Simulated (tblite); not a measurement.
## Geometry relaxation, with input and output: C5H10NSi2 (part 2 of 2)

Continued. System: C5H10NSi2, multiplicity 2. Method: GFN2-xTB geometry optimisation, gas phase (tblite 0.8.0). It belongs to a series of runs on one base structure; here: H added to sp C.

Geometry of the input (Å):
```
N  3.1326  2.2891  1.9854
C  2.8383  1.5138  1.1684
C  2.4700  0.4553  0.1122
C  2.1281  -0.4139  -0.7961
Si 0.5278  -0.2951  -1.6300
C  -0.8559  -1.1688  -0.7061
C  -1.1222  -0.7497  0.7483
Si -1.9302  0.9178  1.0520
H  2.8048  -1.2260  -1.0670
H  0.1636  1.1310  -1.8218
H  0.6508  -0.9077  -2.9834
H  -1.7755  -1.0794  -1.2910
H  -0.6008  -2.2342  -0.6916
H  -0.1919  -0.7974  1.3336
H  -1.7959  -1.4956  1.1911
H  -3.1905  1.0046  0.2671
H  -2.2491  1.0748  2.4923
H  -1.0127  1.9877  0.6248
```

Trajectory as extended XYZ, continued
```
18
Properties=species:S:1:pos:R:3:forces:R:3 step=63 energy=-599.47501
N     2.7083    2.2574    1.8110    0.0000   0.0110   0.0190
C     2.5831    1.3831    1.0471   -0.0150  -0.0160  -0.0210
C     2.5211    0.3500    0.2164   -0.0100  -0.0020  -0.0220
C     2.1160   -0.4501   -0.7093   -0.0100   0.0140   0.0160
Si    0.4679   -0.1947   -1.6720    0.0190  -0.0120   0.0410
C    -0.8448   -1.1690   -0.6989   -0.0190  -0.0040   0.0300
C    -1.0218   -0.7463    0.7630    0.0050  -0.0100   0.0030
Si   -1.8368    0.9544    1.0383    0.0180  -0.0220  -0.0130
H     2.6681   -1.3462   -0.9637   -0.0010   0.0070  -0.0110
H     0.1787    1.2328   -1.7669    0.0020   0.0230  -0.0070
H     0.6778   -0.7975   -2.9923    0.0120  -0.0120  -0.0250
H    -1.8042   -1.0891   -1.2145    0.0010   0.0090   0.0020
H    -0.5739   -2.2302   -0.7307   -0.0110   0.0070   0.0080
H    -0.0502   -0.7604    1.2635   -0.0100  -0.0120  -0.0030
H    -1.6323   -1.5001    1.2695    0.0160   0.0020  -0.0170
H    -3.0426    1.0322    0.2067   -0.0070  -0.0030  -0.0040
H    -2.2044    1.0501    2.4505   -0.0060   0.0100   0.0060
H    -0.9184    2.0297    0.6704    0.0160   0.0090  -0.0020
18
Properties=species:S:1:pos:R:3:forces:R:3 step=74 energy=-599.47642
N     2.6330    2.2580    1.8115   -0.0060  -0.0060  -0.0100
C     2.5364    1.3854    1.0413    0.0000  -0.0120   0.0120
C     2.5122    0.3501    0.2105   -0.0030   0.0060  -0.0040
C     2.1214   -0.4542   -0.7176   -0.0020   0.0220   0.0130
Si    0.4721   -0.2071   -1.6780    0.0300  -0.0030   0.0340
C    -0.8480   -1.1631   -0.6971   -0.0230  -0.0110   0.0250
C    -1.0138   -0.7472    0.7685   -0.0040  -0.0040  -0.0030
Si   -1.8172    0.9579    1.0502    0.0110  -0.0130  -0.0110
H     2.6884   -1.3372   -0.9826    0.0050   0.0040   0.0030
H     0.1965    1.2222   -1.7892   -0.0140   0.0190  -0.0030
H     0.6944   -0.8194   -2.9922   -0.0120  -0.0180  -0.0230
H    -1.8072   -1.0637   -1.2093   -0.0120   0.0050   0.0070
H    -0.5983   -2.2288   -0.7332    0.0090  -0.0030  -0.0090
H    -0.0410   -0.7735    1.2667   -0.0210  -0.0080  -0.0150
H    -1.6303   -1.4993    1.2706    0.0220   0.0100  -0.0110
H    -3.0193    1.0452    0.2131    0.0060   0.0030  -0.0110
H    -2.2021    1.0539    2.4573    0.0030   0.0000   0.0200
H    -0.8861    2.0272    0.6979    0.0120   0.0080  -0.0130
18
Properties=species:S:1:pos:R:3:forces:R:3 step=84 energy=-599.47783
N     2.5603    2.2605    1.8265    0.0070  -0.0050   0.0050
C     2.4958    1.3884    1.0525   -0.0190  -0.0080  -0.0080
C     2.5006    0.3613    0.2112   -0.0060   0.0020   0.0090
C     2.1276   -0.4457   -0.7220   -0.0030   0.0180  -0.0020
Si    0.4722   -0.2210   -1.6799    0.0150  -0.0010   0.0140
C    -0.8593   -1.1599   -0.6968   -0.0040  -0.0110   0.0130
C    -1.0090   -0.7541    0.7723    0.0050  -0.0020  -0.0010
Si   -1.7877    0.9613    1.0578    0.0060  -0.0110  -0.0110
H     2.7214   -1.3075   -0.9981   -0.0130   0.0000  -0.0020
H     0.2034    1.2088   -1.8115   -0.0140   0.0060  -0.0020
H     0.6820   -0.8551   -2.9869    0.0050  -0.0050  -0.0070
H    -1.8209   -1.0372   -1.1999    0.0050  -0.0020  -0.0080
H    -0.6289   -2.2292   -0.7455    0.0060  -0.0120  -0.0050
H    -0.0336   -0.7970    1.2626   -0.0050  -0.0030   0.0010
H    -1.6312   -1.5022    1.2726    0.0090   0.0130  -0.0010
H    -2.9792    1.0562    0.2058   -0.0030   0.0170   0.0040
H    -2.1822    1.0624    2.4626    0.0080   0.0020   0.0010
H    -0.8402    2.0164    0.7051    0.0030   0.0020   0.0000
18
Properties=species:S:1:pos:R:3:forces:R:3 step=95 energy=-599.47923
N     2.5059    2.2580    1.8530   -0.0090  -0.0470  -0.0280
C     2.4482    1.3911    1.0719    0.0080   0.0210   0.0090
C     2.4716    0.3735    0.2192    0.0050   0.0210   0.0330
C     2.1228   -0.4293   -0.7264    0.0020  -0.0050   0.0010
Si    0.4679   -0.2323   -1.6854   -0.0210  -0.0040  -0.0200
C    -0.8611   -1.1702   -0.6977   -0.0040   0.0120  -0.0150
C    -1.0008   -0.7629    0.7713   -0.0010   0.0070  -0.0030
Si   -1.7533    0.9655    1.0551    0.0040   0.0090   0.0080
H     2.7331   -1.2770   -1.0101    0.0010   0.0080   0.0080
H     0.1805    1.1940   -1.8296   -0.0020  -0.0160  -0.0100
H     0.6779   -0.8854   -2.9840    0.0120   0.0160   0.0010
H    -1.8209   -1.0290   -1.1993   -0.0160  -0.0280   0.0040
H    -0.6448   -2.2426   -0.7559    0.0050   0.0180   0.0180
H    -0.0252   -0.8201    1.2594    0.0050   0.0100   0.0000
H    -1.6308   -1.4998    1.2771   -0.0130  -0.0040  -0.0100
H    -2.9446    1.0936    0.2058    0.0110  -0.0080   0.0090
H    -2.1440    1.0709    2.4610    0.0080  -0.0010  -0.0070
H    -0.7912    2.0084    0.7030    0.0050  -0.0090   0.0030
18
Properties=species:S:1:pos:R:3:forces:R:3 step=105 energy=-599.48204
N     2.4127    2.2385    1.9216   -0.0120  -0.0090   0.0010
C     2.3684    1.3949    1.1148    0.0150   0.0080   0.0010
C     2.4117    0.4056    0.2321   -0.0040   0.0000   0.0060
C     2.1011   -0.3924   -0.7307   -0.0100   0.0050  -0.0030
Si    0.4483   -0.2569   -1.7073   -0.0040   0.0040  -0.0010
C    -0.8734   -1.1897   -0.7050    0.0030   0.0030   0.0030
C    -0.9954   -0.7708    0.7623   -0.0040  -0.0020   0.0020
Si   -1.6823    0.9824    1.0553   -0.0010   0.0030   0.0020
H     2.7533   -1.2042   -1.0252    0.0010  -0.0090  -0.0030
H     0.1235    1.1562   -1.8916    0.0050   0.0050  -0.0090
H     0.7006   -0.9265   -2.9892   -0.0060  -0.0050  -0.0030
H    -1.8414   -1.0588   -1.1936    0.0080  -0.0010  -0.0090
H    -0.6557   -2.2619   -0.7508    0.0110   0.0030  -0.0020
H    -0.0199   -0.8585    1.2461   -0.0020  -0.0070   0.0060
H    -1.6491   -1.4855    1.2696   -0.0010  -0.0070   0.0080
H    -2.8750    1.1567    0.2178   -0.0010  -0.0030   0.0000
H    -2.0546    1.0923    2.4653    0.0030   0.0060   0.0000
H    -0.6817    1.9851    0.6969    0.0000   0.0080   0.0000
18
Properties=species:S:1:pos:R:3:forces:R:3 step=116 energy=-599.48246
N     2.3943    2.2311    1.9335    0.0000  -0.0060   0.0020
C     2.3597    1.3933    1.1202   -0.0020   0.0070  -0.0030
C     2.4050    0.4092    0.2319   -0.0020   0.0000   0.0090
C     2.0959   -0.3872   -0.7326    0.0070  -0.0050  -0.0030
Si    0.4455   -0.2549   -1.7122   -0.0040   0.0010  -0.0040
C    -0.8704   -1.1904   -0.7046    0.0040   0.0000  -0.0010
C    -0.9954   -0.7725    0.7630    0.0020   0.0020   0.0000
Si   -1.6728    0.9846    1.0567   -0.0020   0.0050   0.0010
H     2.7480   -1.2003   -1.0251    0.0000  -0.0010  -0.0050
H     0.1215    1.1566   -1.9089    0.0010   0.0030   0.0000
H     0.6946   -0.9333   -2.9906   -0.0010  -0.0010   0.0020
H    -1.8380   -1.0671   -1.1963    0.0010   0.0000   0.0090
H    -0.6441   -2.2610   -0.7493    0.0010   0.0000   0.0000
H    -0.0214   -0.8664    1.2489    0.0010   0.0010   0.0020
H    -1.6527   -1.4853    1.2690   -0.0020   0.0020  -0.0050
H    -2.8662    1.1610    0.2208   -0.0040  -0.0020   0.0000
H    -2.0405    1.1023    2.4672    0.0000  -0.0030   0.0010
H    -0.6717    1.9865    0.6968    0.0020  -0.0020  -0.0060
```

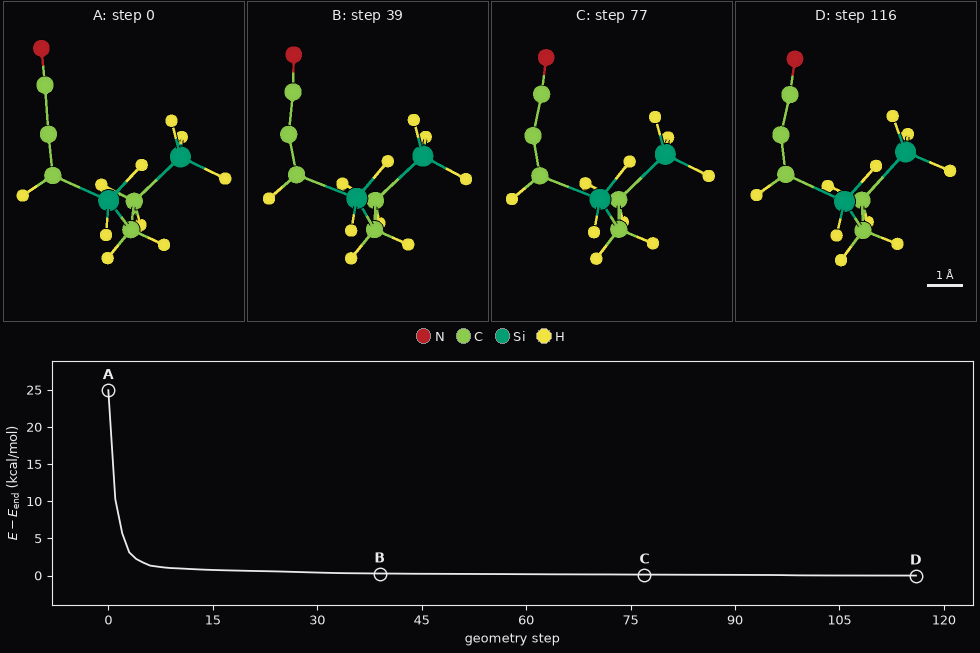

Fig. 1: Frames of the relaxation (ball-and-stick view, seen at a tilt) above the curves, on which the letters mark them (steps are counted from 0).

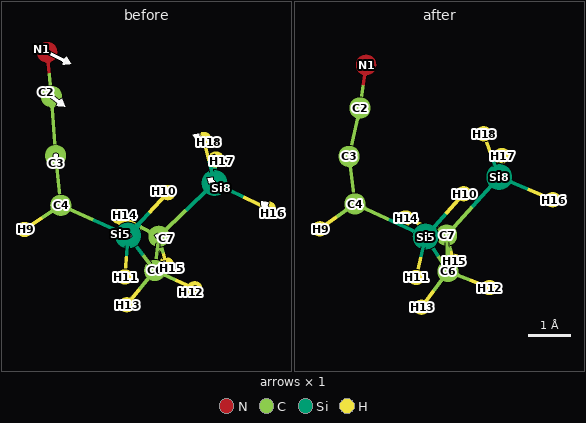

Fig. 2: Before (left) and after (right) the relaxation, at one scale (ball-and-stick view, seen at a tilt). The white arrows give the displacements, at true length. Over 116 geometry steps the energy falls by 25.0 kcal/mol. The largest force component goes from 3.4 to 0.009 eV/Å. N1 moves most after the best rigid fit: 0.74 Å. By element the largest moves are N 0.74 Å, C 0.49 Å, H 0.36 Å, Si 0.27 Å. Among the contacts that change: C2–C3 1.540 → 1.326 Å, C4–Si5 1.808 → 1.924 Å, C7–Si8 1.878 → 1.906 Å, Si5–C6 1.879 → 1.903 Å. Among the angles that change: C2–C3–C4 178.1° → 162.1°, C4–Si5–C6 113.2° → 106.8°, H10–Si5–H11 107.3° → 111.5°. (Atoms are counted from 1 in the order of the input.)
